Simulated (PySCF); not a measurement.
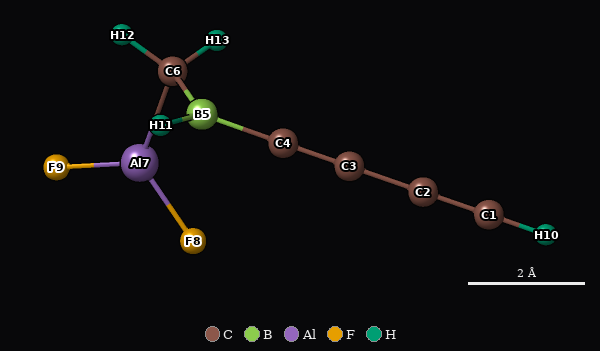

Fig. 1: The structure as given in the input (ball-and-stick view, seen at a tilt; atoms are numbered from 1 in the order of the input). Sticks mark near contacts.

**Excited-state calculation of C$_{5}$H$_{4}$AlBF$_{2}$**

System: C$_{5}$H$_{4}$AlBF$_{2}$, SMILES C#CC#CB[CH2][Al]([F])[F].
Method: TDDFT CAM-B3LYP/def2-SVPD, vertical, gas phase, core orbitals frozen in the response (PySCF 2.14.0).

The geometry comes from this level: GFN2-xTB. It belongs to a series of runs on one base structure; here: B replaced by Al.

The program's output:
```
coarse grid: 12792 points
cycle   1  E = -659.1650367182  dE =  1.043e+00  |g| = 8.247e-01  |ddm| = 3.325e+01
cycle   2  E = -659.0988953561  dE =  6.614e-02  |g| = 1.125e+00  |ddm| = 3.320e+00
cycle   3  E = -659.3011271037  dE = -2.022e-01  |g| = 6.733e-02  |ddm| = 1.248e+00
cycle   4  E = -659.3020940090  dE = -9.669e-04  |g| = 3.631e-02  |ddm| = 3.805e-01
cycle   5  E = -659.3023947324  dE = -3.007e-04  |g| = 1.577e-02  |ddm| = 2.374e-01
cycle   6  E = -659.3024543637  dE = -5.963e-05  |g| = 5.033e-03  |ddm| = 6.259e-02
cycle   7  E = -659.3024612912  dE = -6.927e-06  |g| = 1.318e-03  |ddm| = 1.896e-02
final grid: 123840 points
cycle   8  E = -659.4086386227  dE = -3.232e-05  |g| = 4.553e-03  |ddm| = 3.886e-01
cycle   9  E = -659.4086367934  dE =  1.829e-06  |g| = 5.653e-03  |ddm| = 4.244e-02
cycle  10  E = -659.4086433190  dE = -6.526e-06  |g| = 7.015e-04  |ddm| = 8.550e-03
cycle  11  E = -659.4086434280  dE = -1.089e-07  |g| = 3.127e-04  |ddm| = 2.565e-03
cycle  12  E = -659.4086434571  dE = -2.919e-08  |g| = 1.182e-04  |ddm| = 1.198e-03
cycle  13  E = -659.4086434623  dE = -5.158e-09  |g| = 3.662e-05  |ddm| = 3.505e-04
cycle  14  E = -659.4086434638  dE = -1.496e-09  |g| = 1.584e-05  |ddm| = 2.283e-04
cycle  15  E = -659.4086434642  dE = -3.997e-10  |g| = 5.104e-06  |ddm| = 1.627e-04
```

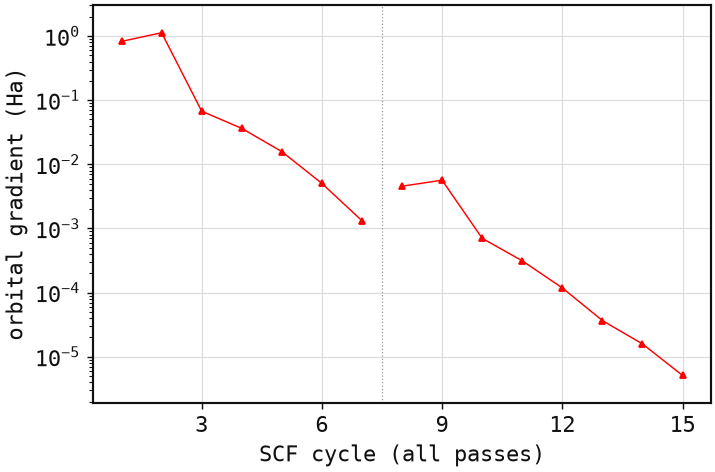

Fig. 2: Convergence of the self-consistent field: orbital gradient against the SCF cycle. The dotted line marks the change from a coarse to the final integration grid. The first 7 cycles use a coarse grid, the final grid takes over at cycle 8, and the field converges after 15 cycles in all.

```
converged SCF energy = -659.4086434642

Static polarisability (au): isotropic 102.660, principal 65.596 73.995 168.390

Singlet excitations
state   eV       nm        f      main configurations
  1   3.4460    359.8   0.00096   H->L 0.92
  2   4.3359    285.9   0.09326   H-1->L 0.68, H->L+2 0.18
  3   5.1094    242.7   0.00292   H-1->L+2 0.63, H-1->L+1 0.19, H-1->L+3 0.11
  4   5.7211    216.7   0.09942   H-2->L 0.47, H-3->L 0.13, H->L+2 0.11
  5   6.1333    202.1   0.53922   H-3->L 0.19, H-1->L 0.15, H->L+1 0.14
  6   6.4113    193.4   0.07849   H->L+1 0.60
  7   6.5033    190.6   0.05132   H->L+2 0.25, H-2->L 0.23, H->L+3 0.12
  8   6.7206    184.5   0.02328   H->L+3 0.24, H-3->L 0.19, H-1->L+1 0.16

Triplet excitations (Tamm-Dancoff, eV): 3.2000 3.2653 4.0289
```

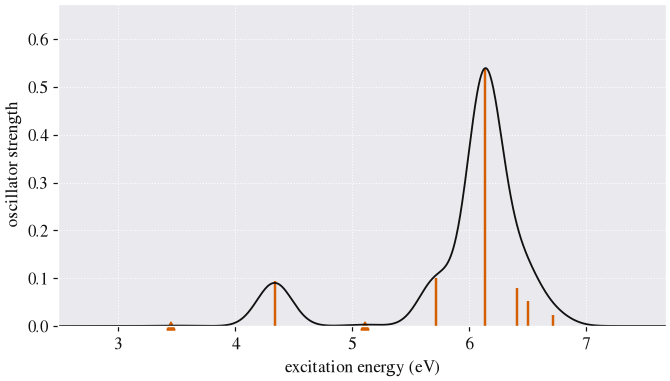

Fig. 3: Computed excitations as sticks (degenerate states added up, dark ones marked on the axis), with a Gaussian envelope of 0.35 eV full width at half maximum, scaled to the tallest. Of the 8 states the lowest lies at 3.45 eV (f = 0.001); the strongest line is at 6.13 eV, or 202 nm (f = 0.539).

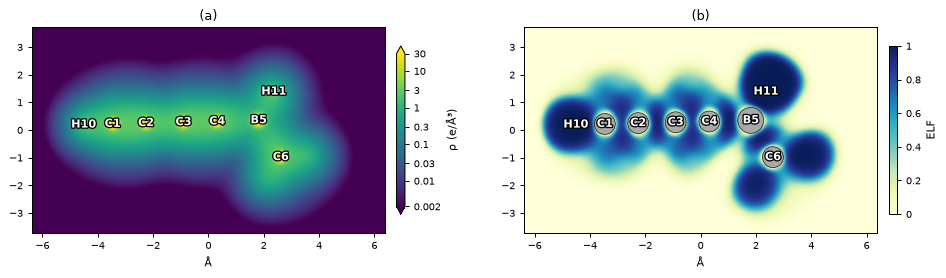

Fig. 4: (a) total electron density; (b) ELF on the plane of atoms C4, B5 and C6. Grey discs, where drawn, cover atomic cores. Atoms in the plane: C, B and H. C–C (1.21 Å): ρ at the midpoint is about 2.7 e/Å³; the ELF peaks at about 0.85 between the atoms; a double or triple bond. C–C (1.36 Å): ρ at the midpoint is about 2.1 e/Å³; the ELF peaks at about 0.95 between the atoms; a double or triple bond.

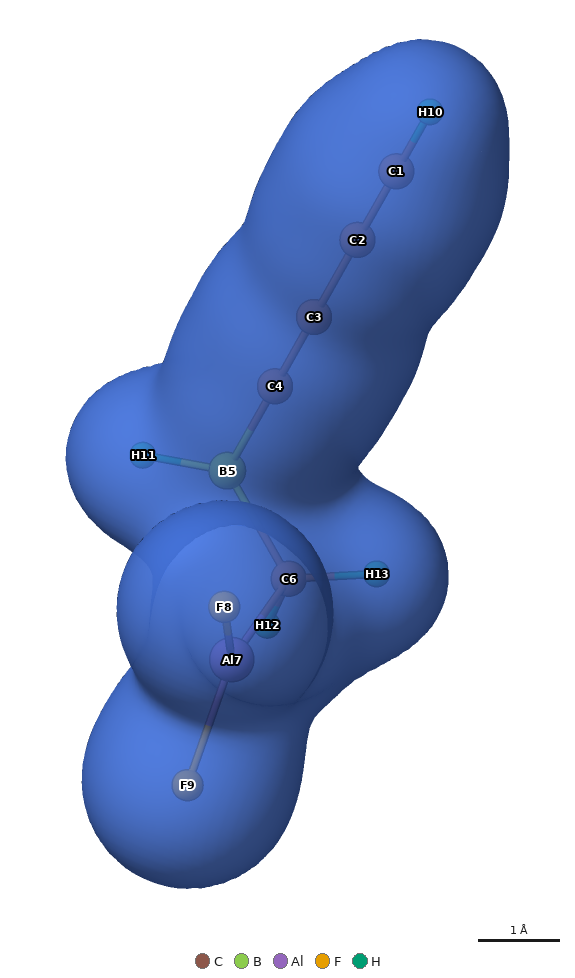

Fig. 5: Isosurface of the electron density at 0.05 e/Å³ (blue), seen at an oblique angle. At this value the surface is in one piece. On the grid the lowest density along these lines, outside the cores, is 2.7 e/Å³ (C–C, 1.21 Å), 1.3 e/Å³ (C–B, 1.50 Å), 0.7 e/Å³ (Al–F, 1.65 Å) and 0.57 e/Å³ (C–Al, 1.99 Å).

The run was set up as follows.

The input:
```
{"job": {"kind": "uv", "xc": "CAM-B3LYP", "basis": "def2-SVPD", "nstates": 8, "ntriplets": 3}, "charge": 0, "multiplicity": 1}
C      4.085810    -1.236752    -0.609457
C      3.022435    -0.767087    -0.287802
C      1.828375    -0.235372     0.070812
C      0.755045     0.241623     0.392082
B     -0.556621     0.839822     0.793029
C     -1.570409     1.275728    -0.302909
Al    -2.488305    -0.471556    -0.553097
F     -1.675674    -1.899632    -0.696931
F     -4.130814    -0.620767    -0.630692
H      5.008086    -1.650264    -0.888355
H     -0.817981     0.954427     1.933432
H     -2.335900     1.996115    -0.010655
H     -1.128435     1.574201    -1.255920
```

The first line tells a small driver script what to run in PySCF; the rest is the geometry in Å.

Launch command:
```bash
OMP_NUM_THREADS=1 python <driver script> task.json out
```

Summary:

```csv
quantity,value
outcome,converged
total energy,−659.408643 hartree
HOMO,−8.76 eV
LUMO,−1.60 eV
dipole moment,2.27 D
mean polarisability,102.66 a.u.
lowest singlet excitation,3.45 eV
hardware,"1 CPU thread, shared host"
wall time,1.8 min
peak memory,1.1 GiB
```
